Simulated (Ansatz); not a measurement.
Base system: MgS in the rock salt structure (space group Fm-3m, No. 225; a = 5.1292 Å). Axes: x, y, z lie along the cube axes.

It is then changed as follows: biaxial strain −1.50 %, plane normal [001], relaxed out of plane (Cartesian); in-plane vectors clamped, the third vector and the atoms free.

Calculations: LDA/PAW in Ansatz (a program for electronic structure), without spin-orbit coupling.

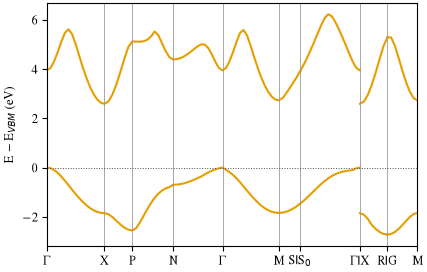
Fig. 1. Highest valence and lowest conduction band along the path of the changed cell's own zone

Question: Read the changed gap and its character from the plot.

Answer: About 2.6 eV, indirect, Γ → X.

No phonon test of stability was made. Labels are those of the standard path for the cell's own space group.
